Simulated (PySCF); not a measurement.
# CH4F2Ge: geometry, NMR shifts, spin-spin couplings, electronic excitations and core binding energies

Wanted: the NMR shifts, spin-spin couplings, electronic excitations and core binding energies of CH4F2Ge (`F[CH](F)[GeH3]`), by calculation.

Computed with PySCF 2.14.0, with density-fitted response routines of our own, on a single molecule in the gas phase. Atoms are numbered from 0 throughout.

## Step 1: The molecule as given

8 atoms, charge 0, multiplicity 1; geometry from: GFN2-xTB.

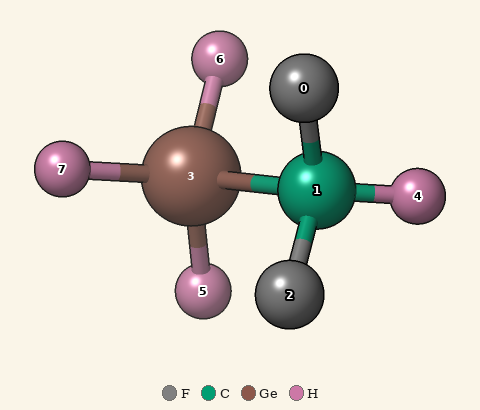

As it starts; fluorine grey, carbon teal, germanium brown, hydrogen pink, atoms numbered.

## Step 2: Relaxing the molecule at PBE0-D3(BJ)/def2-SVP

The job: settings as JSON, then the geometry in Å.

```
{"job": {"xc": "PBE0", "basis": "def2-SVP", "d3": "d3bj", "grid": 1, "kind": "geom"}, "charge": 0, "multiplicity": 1}
F     -1.397017     1.050775    -0.790920
C     -0.996950     0.037933     0.024262
F     -1.469019    -1.111967    -0.528446
Ge     0.998631    -0.023723     0.065573
H     -1.512425     0.171428     0.985042
H      1.415848    -1.170122     0.921414
H      1.497623     1.261779     0.630313
H      1.472365    -0.206692    -1.331803
```

Standard output:

```text
step   0  E = -2316.22935801  max force = 0.018869
step   1  E = -2316.23176850  max force = 0.003881
step   2  E = -2316.23195337  max force = 0.000982
step   3  E = -2316.23195790  max force = 0.000257
optimisation converged
```

It took 10 s on 1 thread, shared host.

Relaxation path:

```
step  energy from step 0 (eV)  largest force component (eV/Å)
   0                   0.0000                          0.9703
   1                  -0.0656                          0.1996
   2                  -0.0706                          0.0505
   3                  -0.0707                          0.0132
```

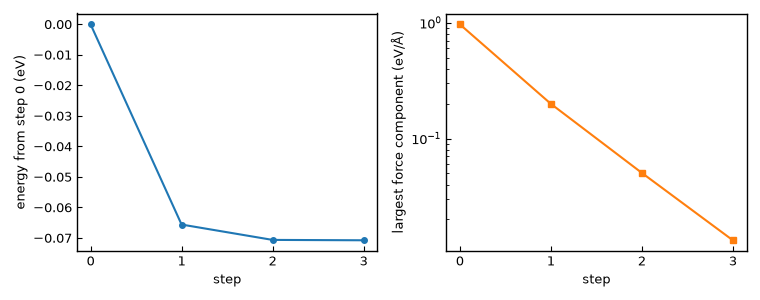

Energy and largest force along the relaxation.

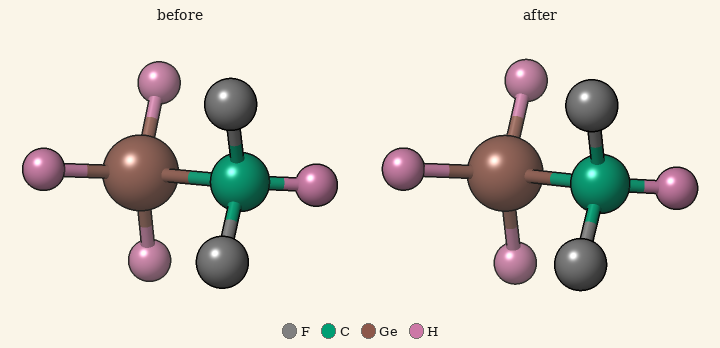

The geometry before (left) and after (right).

Distances of close pairs at the start and the end, largest changes first:

```
  bond  before (Å)  after (Å)  change (Å)
Ge3–H7       1.487      1.534      +0.047
Ge3–H5       1.490      1.536      +0.046
Ge3–H6       1.490      1.536      +0.046
C1–Ge3       1.997      1.989      -0.008
 C1–H4       1.098      1.106      +0.007
 F0–C1       1.360      1.356      -0.004
 C1–F2       1.360      1.356      -0.004
```

The final coordinates are the input of the step that follows.

```csv
at the end point,value
point group (found at 0.08 Å tolerance),Cs
"rotational constants (GHz, main isotopes)","8.850, 2.683, 2.203"
dipole moment (D),1.71
```

## Step 3: Shielding tensors: PBE0/pcSseg-1

The job: settings as JSON, then the geometry in Å.

```
{"job": {"kind": "nmr", "xc": "PBE0", "basis": "pcSseg-1"}, "charge": 0, "multiplicity": 1}
F     -1.718246     1.254871    -0.821640
C     -1.321990     0.231103    -0.025554
F     -1.757776    -0.928182    -0.578730
Ge     0.663573     0.200246     0.081554
H     -1.821633     0.349543     0.953494
H      1.089437    -0.973456     0.976901
H      1.152543     1.529147     0.677302
H      1.202289     0.016177    -1.342709
```

With the program's defaults for keys left out, this is: GIAO PBE0/pcSseg-1 NMR shielding, non-relativistic, gas phase.

Standard output:

```text
coarse grid: 33088 points
cycle   1  E = -2316.3416222337  dE = -3.790e-01  |g| = 1.018e+00  |ddm| = 2.484e+00
cycle   2  E = -2316.2611527183  dE =  8.047e-02  |g| = 1.213e+00  |ddm| = 9.575e-01
cycle   3  E = -2316.4323540205  dE = -1.712e-01  |g| = 1.465e-01  |ddm| = 6.248e-01
cycle   4  E = -2316.4352535455  dE = -2.900e-03  |g| = 5.206e-02  |ddm| = 7.746e-02
cycle   5  E = -2316.4355184145  dE = -2.649e-04  |g| = 4.582e-03  |ddm| = 2.594e-02
cycle   6  E = -2316.4355215827  dE = -3.168e-06  |g| = 1.043e-03  |ddm| = 4.662e-03
final grid: 68944 points
cycle   7  E = -2316.4355637913  dE =  6.217e-09  |g| = 1.092e-03  |ddm| = 1.873e-03
cycle   8  E = -2316.4355637039  dE =  8.742e-08  |g| = 1.301e-03  |ddm| = 1.945e-03
cycle   9  E = -2316.4355640593  dE = -3.554e-07  |g| = 1.290e-04  |ddm| = 9.992e-04
cycle  10  E = -2316.4355640613  dE = -1.951e-09  |g| = 2.114e-05  |ddm| = 6.613e-05
cycle  11  E = -2316.4355640613  dE = -5.912e-11  |g| = 2.942e-06  |ddm| = 1.103e-05
converged SCF energy = -2316.4355640613

GIAO shielding tensors (ppm)
atom      isotropic    diamagn.    paramagn.     s11        s22        s33       span
  0 F      314.913     472.777    -157.864    188.222    311.388    445.130    256.908
  1 C       59.910     243.796    -183.886     35.513     66.976     77.241     41.728
  2 F      314.792     473.543    -158.752    188.038    311.656    444.682    256.644
  3 Ge    1568.798    2755.841   -1187.043   1523.950   1540.041   1642.403    118.453
  4 H       24.885      27.938      -3.053     22.700     24.015     27.940      5.240
  5 H       27.256      27.985      -0.728     21.353     22.388     38.028     16.675
  6 H       27.253      27.835      -0.581     21.346     22.375     38.039     16.692
  7 H       27.233      27.822      -0.589     21.523     22.657     37.519     15.996
```

Wall time 5.9 s (1 thread, shared host).

The references, computed at this level on geometries of the same kind, shield at (ppm): 1H TMS 31.27, 13C TMS 184.4, 19F CFCl3 177.2, 73Ge GeMe4 1330. Their shielding less the atom's gives the shift. The references are single molecules in the gas phase, so shifts against H2O, NH3, PH3, H3PO4 or CFCl3 are not on the usual liquid scales and can be off by tens of ppm. Atoms listed in one row are averaged.

```csv
atoms,environment,σ (ppm),δ (ppm)
C1,sp3 CH bonded to 2 F and Ge,59.9,124.5
H4,hydrogen on an sp3 CH bonded to 2 F and Ge,24.88,6.38
"H5, H6, H7",hydrogen on a germanium bonded to C,27.25,4.02
"F0, F2",fluorine of a CF2 group,314.9,-137.6
Ge3,"germanium bonded to C, 3 H",1569,-239
```

Charges from the same density, by scheme (e):

```
 atoms  Mulliken    IAO  Hirshfeld  ESP fit
F0, F2     -0.30  -0.30      -0.11    -0.20
    C1      0.28   0.22       0.07     0.24
   Ge3      0.19   0.46       0.29     0.16
```

Mulliken charges:

```
atom  value (e)
  F0      -0.30
  C1       0.28
  F2      -0.30
 Ge3       0.19
  H4       0.11
  H5       0.00
  H6       0.00
  H7       0.01
```

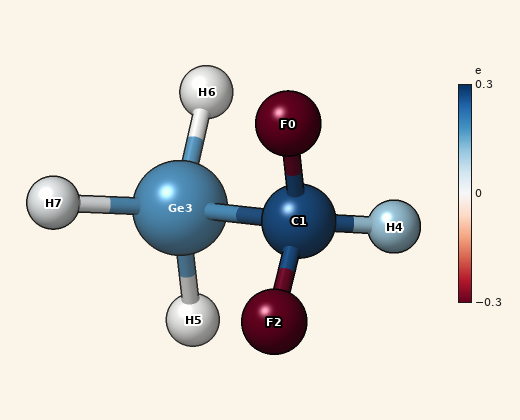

Mulliken charges, as colours on the atoms.

Mayer bond orders: F0–C1 0.92, C1–F2 0.92, C1–Ge3 0.86.

## Step 4: Indirect couplings: B3LYP/pcSseg-1+pcJ-1

Settings changed since step 3:

```diff
@@ -1,2 +1,2 @@
-{"job": {"kind": "nmr", "xc": "PBE0", "basis": "pcSseg-1"}, "charge": 0, "multiplicity": 1}
+{"job": {"kind": "j", "xc": "B3LYP", "basis": "pcJ-1"}, "charge": 0, "multiplicity": 1}
 F     -1.718246     1.254871    -0.821640
```

Method: B3LYP/pcJ-1 Ge:pcSseg-1 indirect spin-spin coupling, non-relativistic, gas phase.

Standard output:

```text
coarse grid: 33088 points
cycle   1  E = -2316.9106324843  dE = -3.858e-01  |g| = 1.095e+00  |ddm| = 2.361e+00
cycle   2  E = -2316.7930300143  dE =  1.176e-01  |g| = 1.388e+00  |ddm| = 1.068e+00
cycle   3  E = -2317.0102766381  dE = -2.172e-01  |g| = 1.831e-01  |ddm| = 7.223e-01
cycle   4  E = -2317.0146041911  dE = -4.328e-03  |g| = 6.284e-02  |ddm| = 9.454e-02
cycle   5  E = -2317.0149895948  dE = -3.854e-04  |g| = 6.152e-03  |ddm| = 3.268e-02
cycle   6  E = -2317.0149956064  dE = -6.012e-06  |g| = 1.466e-03  |ddm| = 6.712e-03
final grid: 68944 points
cycle   7  E = -2317.0150447759  dE =  1.833e-07  |g| = 1.735e-03  |ddm| = 2.737e-03
cycle   8  E = -2317.0150443607  dE =  4.152e-07  |g| = 2.241e-03  |ddm| = 3.218e-03
cycle   9  E = -2317.0150454648  dE = -1.104e-06  |g| = 2.291e-04  |ddm| = 1.733e-03
cycle  10  E = -2317.0150454710  dE = -6.210e-09  |g| = 3.341e-05  |ddm| = 1.143e-04
cycle  11  E = -2317.0150454711  dE = -1.382e-10  |g| = 3.549e-06  |ddm| = 1.565e-05
converged SCF energy = -2317.0150454711

Indirect spin-spin couplings (Hz)
  i      j    bonds     total        FC       PSO       DSO        SD
  0 F    1 C    1   -332.831  -336.587   -10.527     1.225    13.059
  0 F    2 F    2    351.440    42.341   198.356    -0.312   111.054
  0 F    4 H    2     55.377    56.613     2.460    -0.510    -3.185
  0 F    5 H    3     34.220    36.816     0.560    -3.184     0.029
  0 F    6 H    3     -1.827    -1.968     0.784    -0.421    -0.222
  0 F    7 H    3      1.658     2.040     0.172    -0.348    -0.206
  1 C    2 F    1   -332.310  -336.294   -10.365     1.226    13.123
  1 C    4 H    1    182.558   181.431    -0.867     1.702     0.293
  1 C    5 H    2     13.237    13.655    -0.073    -0.378     0.033
  1 C    6 H    2     13.179    13.603    -0.069    -0.388     0.033
  1 C    7 H    2      1.313     1.711    -0.023    -0.394     0.019
  2 F    4 H    2     55.272    56.478     2.489    -0.509    -3.186
  2 F    5 H    3     -1.808    -1.957     0.798    -0.420    -0.229
  2 F    6 H    3     34.453    37.068     0.564    -3.205     0.025
  2 F    7 H    3      1.955     2.332     0.141    -0.308    -0.211
  4 H    5 H    3     -1.457    -1.061     0.220    -0.643     0.027
  4 H    6 H    3     -1.498    -1.067     0.244    -0.700     0.026
  4 H    7 H    3      6.100     8.123     1.716    -3.744     0.005
  5 H    6 H    2     10.634    13.920     1.160    -4.498     0.052
  5 H    7 H    2     10.064    13.400     1.145    -4.531     0.051
  6 H    7 H    2     10.225    13.561     1.146    -4.534     0.051
```

Run time: 18 s. Hardware: 1 thread, shared host.

A choice of the couplings up to four bonds, sorted by the number of bonds, with means over like pairs; isotopes 13C, 19F, 1H:

| pair | bonds | J (Hz) | Fermi contact (Hz) |
| --- | --- | --- | --- |
| F0–C1 | 1 | -332.6 | -336.4 |
| C1–H4 | 1 | 182.6 | 181.4 |
| F0–F2 | 2 | 351.4 | 42.3 |
| F0–H4 | 2 | 55.3 | 56.5 |
| H5–H6 | 2 | 10.3 | 13.6 |
| C1–H5 | 2 | 9.2 | 9.7 |
| F0–H5 | 3 | 11.4 | 12.4 |
| H4–H5 | 3 | 1.0 | 2.0 |

The response was solved for the nuclei of C, F, H alone, so couplings that need other nuclei can be missing.

Quadrupole couplings from the field gradients of the same density:

```csv
atom,isotope,eQq/h (MHz),η
Ge3,73Ge,-14.8,0.25
```

Joined with the shifts from before (PBE0/pcSseg-1, unscaled), the couplings predict the line list below for 400 MHz.

1H NMR δ 6.38 (tq, J = 55.3, 1.0 Hz, 1H), 4.02 (td, J = 11.4, 1.0 Hz, 3H).

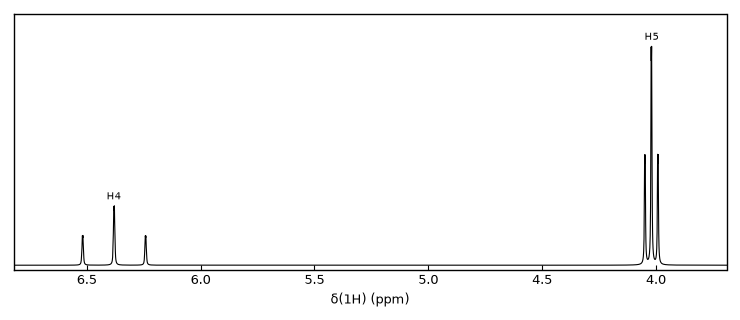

Simulated proton spectrum at 400 MHz, by exact diagonalisation of each spin system; lines 1.2 Hz wide, exchangeable protons uncoupled.

## Step 5: TDDFT and polarisability: CAM-B3LYP/def2-SVPD

Settings changed since step 4:

```diff
@@ -1,2 +1,2 @@
-{"job": {"kind": "j", "xc": "B3LYP", "basis": "pcJ-1"}, "charge": 0, "multiplicity": 1}
+{"job": {"kind": "uv", "xc": "CAM-B3LYP", "basis": "def2-SVPD", "ip": true}, "charge": 0, "multiplicity": 1}
 F     -1.718246     1.254871    -0.821640
```

Level: TDDFT CAM-B3LYP/def2-SVPD, vertical, gas phase, core orbitals frozen in the response.

Standard output:

```text
coarse grid: 33088 points
cycle   1  E = -2316.7148381070  dE = -3.313e-01  |g| = 7.325e-01  |ddm| = 2.915e+00
cycle   2  E = -2316.6802550938  dE =  3.458e-02  |g| = 9.053e-01  |ddm| = 1.077e+00
cycle   3  E = -2316.8021958110  dE = -1.219e-01  |g| = 6.208e-02  |ddm| = 5.963e-01
cycle   4  E = -2316.8026745825  dE = -4.788e-04  |g| = 2.580e-02  |ddm| = 6.982e-02
cycle   5  E = -2316.8027586194  dE = -8.404e-05  |g| = 3.581e-03  |ddm| = 2.240e-02
cycle   6  E = -2316.8027610243  dE = -2.405e-06  |g| = 9.522e-04  |ddm| = 7.580e-03
final grid: 68944 points
cycle   7  E = -2316.8027924166  dE = -1.155e-07  |g| = 8.210e-04  |ddm| = 2.141e-03
cycle   8  E = -2316.8027924424  dE = -2.583e-08  |g| = 7.872e-04  |ddm| = 1.517e-03
cycle   9  E = -2316.8027925539  dE = -1.115e-07  |g| = 4.593e-05  |ddm| = 6.854e-04
cycle  10  E = -2316.8027925543  dE = -3.802e-10  |g| = 1.343e-05  |ddm| = 4.777e-05
converged SCF energy = -2316.8027925543

Static polarisability (au): isotropic 47.054, principal 44.507 45.587 51.069

Singlet excitations
state   eV       nm        f      main configurations
  1   7.8620    157.7   0.02951   H->L 0.58, H->L+1 0.38
  2   8.2656    150.0   0.02590   H->L+2 0.71, H->L 0.14
  3   8.3139    149.1   0.00315   H->L+3 0.83
  4   8.5837    144.4   0.24905   H->L+1 0.44, H->L 0.25, H->L+2 0.20
  5   9.0147    137.5   0.03794   H-1->L+1 0.47, H-1->L 0.32, H-1->L+2 0.12
  6   9.0409    137.1   0.00990   H-2->L+1 0.69, H-2->L 0.15
  7   9.2016    134.7   0.12109   H-1->L 0.57, H-1->L+1 0.38
  8   9.2315    134.3   0.19840   H-2->L 0.77, H-2->L+1 0.17
  9   9.2789    133.6   0.04800   H->L+4 0.86
 10   9.2960    133.4   0.00156   H->L+5 0.83, H->L+3 0.09

Triplet excitations (Tamm-Dancoff, eV): 7.3091 7.7490 7.8135 7.8315
Vertical ionisation energy (delta-SCF) = 11.1238 eV
```

It took 17 s on 1 thread, shared host.

Frontier orbitals and where they lie:

```csv
orbital,eV,atoms
HOMO−3,-13.15,"F0 32 %, F2 32 %, C1 18 %"
HOMO−2,-11.41,"Ge3 43 %, H7 32 %, H5 11 %"
HOMO−1,-11.40,"Ge3 42 %, H6 25 %, H5 24 %"
HOMO,-10.06,"C1 28 %, Ge3 20 %, F0 18 %"
LUMO,0.87,"Ge3 56 %, H5 10 %, H6 10 %"
LUMO+1,1.15,"Ge3 35 %, C1 19 %, H7 12 %"
LUMO+2,1.71,"Ge3 49 %, H6 9 %, H5 9 %"
```

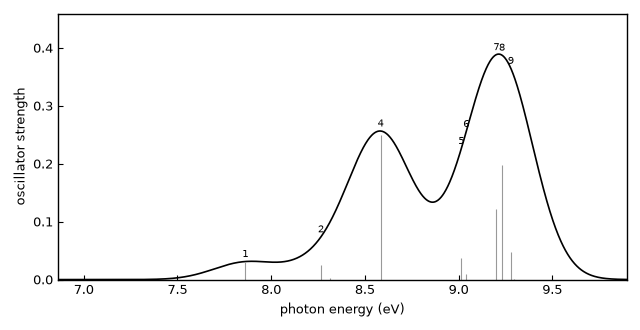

Absorption spectrum from the 10 singlet states computed; above the last one it falls off for lack of states. Lines are broadened to a width of 0.40 eV (Gaussian).

Further results of this job:

```
           property  computed
  dipole moment (D)      1.99
polarisability (Å³)      6.97
 HOMO–LUMO gap (eV)     10.92
      −ε(HOMO) (eV)     10.06
```

## Step 6: Shielding tensors: PBE/pcSseg-2

Settings changed since step 5:

```diff
@@ -1,2 +1,2 @@
-{"job": {"kind": "uv", "xc": "CAM-B3LYP", "basis": "def2-SVPD", "ip": true}, "charge": 0, "multiplicity": 1}
+{"job": {"kind": "nmr", "xc": "PBE", "basis": "pcSseg-2", "pop": false}, "charge": 0, "multiplicity": 1}
 F     -1.718246     1.254871    -0.821640
```

With the program's defaults for keys left out, this is: GIAO PBE/pcSseg-2 NMR shielding, non-relativistic, gas phase.

Standard output:

```text
coarse grid: 33088 points
cycle   1  E = -2316.6518478314  dE = -3.602e-01  |g| = 1.387e+00  |ddm| = 1.915e+00
cycle   2  E = -2316.3711140930  dE =  2.807e-01  |g| = 2.093e+00  |ddm| = 1.068e+00
cycle   3  E = -2316.7552118093  dE = -3.841e-01  |g| = 3.157e-01  |ddm| = 8.498e-01
cycle   4  E = -2316.7689376598  dE = -1.373e-02  |g| = 1.341e-01  |ddm| = 1.670e-01
cycle   5  E = -2316.7707034838  dE = -1.766e-03  |g| = 1.741e-02  |ddm| = 4.796e-02
cycle   6  E = -2316.7707578339  dE = -5.435e-05  |g| = 4.891e-03  |ddm| = 1.688e-02
cycle   7  E = -2316.7707634295  dE = -5.596e-06  |g| = 1.521e-03  |ddm| = 4.775e-03
final grid: 68944 points
cycle   8  E = -2316.7708009128  dE =  7.128e-07  |g| = 2.400e-03  |ddm| = 3.457e-03
cycle   9  E = -2316.7707987031  dE =  2.210e-06  |g| = 3.945e-03  |ddm| = 4.694e-03
cycle  10  E = -2316.7708022669  dE = -3.564e-06  |g| = 3.537e-04  |ddm| = 2.813e-03
cycle  11  E = -2316.7708022862  dE = -1.931e-08  |g| = 8.148e-05  |ddm| = 1.963e-04
cycle  12  E = -2316.7708022872  dE = -1.018e-09  |g| = 9.003e-06  |ddm| = 4.698e-05
cycle  13  E = -2316.7708022872  dE = -5.002e-12  |g| = 3.338e-06  |ddm| = 6.620e-06
converged SCF energy = -2316.7708022872

GIAO shielding tensors (ppm)
atom      isotropic    diamagn.    paramagn.     s11        s22        s33       span
  0 F      290.216     465.912    -175.697    164.874    282.944    422.829    257.956
  1 C       44.535     234.660    -190.126     18.580     53.334     61.690     43.110
  2 F      290.008     467.035    -177.026    164.657    283.029    422.339    257.681
  3 Ge    1529.214    2756.685   -1227.471   1483.406   1500.558   1603.680    120.274
  4 H       24.431      27.401      -2.969     22.489     23.793     27.011      4.521
  5 H       27.142      28.592      -1.451     21.354     22.320     37.750     16.395
  6 H       27.137      28.449      -1.312     21.346     22.306     37.760     16.414
  7 H       27.182      28.594      -1.412     21.646     22.659     37.243     15.597
```

It took 21 s on 1 thread, shared host.

This run: δ C1 134.9, F0 -147.2, Ge3 -259, H4 6.75, H5 4.02 ppm (means over like atoms).

## Step 7: Core holes by ΔSCF: SCAN, X2C

Settings changed since step 6:

```diff
@@ -1,2 +1,2 @@
-{"job": {"kind": "nmr", "xc": "PBE", "basis": "pcSseg-2", "pop": false}, "charge": 0, "multiplicity": 1}
+{"job": {"kind": "xps"}, "charge": 0, "multiplicity": 1}
 F     -1.718246     1.254871    -0.821640
```

Method: delta-SCF UKS SCAN, pcX-2 on the ionised atom, pcseg-1 elsewhere, spin-free X2C.

Standard output:

```text
ground state, core basis on atom 0 (F), 120 functions
  cycle   1  E = -2334.20771184  |g| = 6.54e-01
  cycle   2  E = -2334.06708056  |g| = 1.17e+00
  cycle   3  E = -2334.26969085  |g| = 5.91e-02
  cycle   4  E = -2334.27009724  |g| = 3.80e-02
  cycle   5  E = -2334.27032624  |g| = 9.95e-03
  cycle   6  E = -2334.27034282  |g| = 3.00e-03
  cycle   7  E = -2334.27034444  |g| = 9.51e-04
  cycle   8  E = -2334.27034232  |g| = 2.38e-04
  E(ground) = -2334.39736660 Eh
hole in F 1s of atom 0
  cycle   1  E = -2307.89964702  |g| = 2.58e+00
  cycle   2  E = -2307.62490043  |g| = 2.25e+00
  cycle   3  E = -2308.66598186  |g| = 5.72e-01
  cycle   4  E = -2308.70525443  |g| = 4.92e-01
  cycle   5  E = -2308.78804924  |g| = 5.65e-02
  cycle   6  E = -2308.78902237  |g| = 2.85e-02
  cycle   7  E = -2308.78944139  |g| = 4.72e-03
  cycle   8  E = -2308.78944793  |g| = 1.49e-03
  cycle   9  E = -2308.78945145  |g| = 2.79e-04
  E(ion) = -2308.92291394 Eh   <S^2> = 0.7571   hole on atom = 1.000   binding energy = 693.195 eV
ground state, core basis on atom 1 (C), 120 functions
  cycle   1  E = -2334.23342538  |g| = 9.72e-02
  cycle   2  E = -2334.23138259  |g| = 1.39e-01
  cycle   3  E = -2334.23431615  |g| = 2.03e-02
  cycle   4  E = -2334.23437266  |g| = 8.36e-03
  cycle   5  E = -2334.23438529  |g| = 1.20e-03
  cycle   6  E = -2334.23438776  |g| = 4.02e-04
  E(ground) = -2334.35884083 Eh
hole in C 1s of atom 1
  cycle   1  E = -2322.82791914  |g| = 1.50e+00
  cycle   2  E = -2318.77565149  |g| = 3.06e+00
  cycle   3  E = -2323.20378580  |g| = 6.11e-01
  cycle   4  E = -2323.30400358  |g| = 5.05e-01
  cycle   5  E = -2323.37987678  |g| = 1.23e-01
  cycle   6  E = -2323.38564418  |g| = 1.45e-02
  cycle   7  E = -2323.38574066  |g| = 6.22e-03
  cycle   8  E = -2323.38576459  |g| = 2.60e-03
  cycle   9  E = -2323.38576966  |g| = 2.29e-03
  cycle  10  E = -2323.38577237  |g| = 9.07e-04
  cycle  11  E = -2323.38577228  |g| = 2.09e-04
  E(ion) = -2323.51216426 Eh   <S^2> = 0.7725   hole on atom = 1.000   binding energy = 295.153 eV
```

It took 7.5 s on 1 thread, shared host.

The holes in one table. −ε is the ground-state orbital energy:

```csv
hole,stands for,environment,ΔSCF (eV),−ε (eV),⟨S²⟩
F1s on F0,"F0, F2",fluorine of a CF2 group,693.20,667.2,0.757
C1s on C1,C1,sp3 CH bonded to 2 F and Ge,295.15,278.0,0.773
```

Each hole run stands for the others of its class of like atoms.

## Step 8: Comparing the runs: NMR shifts

Shifts (ppm), means over like atoms, with basis size and wall time:

| run | C1 | H4 | H5 | F0 | Ge3 | functions | time |
| --- | --- | --- | --- | --- | --- | --- | --- |
| PBE0/pcSseg-1 | 124.5 | 6.38 | 4.02 | -137.6 | -239 | 112 | 5.9 s |
| PBE/pcSseg-2 | 134.9 | 6.75 | 4.02 | -147.2 | -259 | 227 | 21 s |

## Step 9: What came out

| quantity | value |
| --- | --- |
| point group | Cs |
| rotational constants (main isotopes) | 8.85, 2.68, 2.20 GHz |
| 13C shifts against TMS (PBE0/pcSseg-1) | 124.5 ppm |
| 1H shifts against TMS (PBE0/pcSseg-1, means over atoms taken as alike) | 6.38, 4.02 ppm |
| 19F shifts against CFCl3 (PBE0/pcSseg-1, means over atoms taken as alike) | -137.6 ppm |
| 73Ge shifts against GeMe4 (PBE0/pcSseg-1) | -239 ppm |
| largest coupling of the table (B3LYP/pcSseg-1+pcJ-1) | 2J(F,F) F0–F2, 351.4 Hz |
| lowest singlet (CAM-B3LYP/def2-SVPD) | 7.86 eV (158 nm), f = 0.030 |
| brightest single state of those computed | state 4, 8.58 eV, f = 0.249 |
| lowest triplet | 7.31 eV |
| vertical ionisation energy (ΔSCF) | 11.12 eV |
| F1s binding energies, SCAN/pcX-2 | F0 693.20 eV |
| C1s binding energies, SCAN/pcX-2 | C1 295.15 eV |
| range of the shift of Ge3 | -259 to -239 ppm |

What this shows: The optimisation took 3 steps and gained 0.071 eV; among the close pairs (by a distance rule), Ge3–H7 changed most, from 1.487 to 1.534 Å. No frequency check was run at this level, so the end point may be a saddle. The most deshielded hydrogen is H4 (hydrogen on an sp3 CH bonded to 2 F and Ge), at 6.38 ppm: its carbon carries F, an electronegative neighbour. At PBE0/pcSseg-1: The largest span, 257 ppm, is at F0, F2, where the paramagnetic term is -158 ppm. In the run at B3LYP/pcSseg-1+pcJ-1, the largest coupling of the table is F0–F2, 351.4 Hz, of which the Fermi-contact term gives 42.3 Hz. Density functionals describe couplings to fluorine poorly, F–F couplings above all, so those rows are rough. The first singlet state (HOMO→LUMO 0.58, HOMO→LUMO+1 0.38) lies at 7.86 eV and is weak; of the 10 states computed, the strongest absorption comes from states 7 to 8 together at 9.23 eV. The lowest triplet lies 0.55 eV below the lowest singlet (triplets in Tamm-Dancoff, singlets in full TDDFT). The orbital energy would give 10.06 eV for ionisation, ΔSCF gives 11.12 eV. Across the 2 runs the shift of Ge3 moves most, between -259 (PBE/pcSseg-2) and -239 ppm (PBE0/pcSseg-1). Spin-orbit coupling is left out, which matters for shieldings and couplings at and beside the heavy atoms.
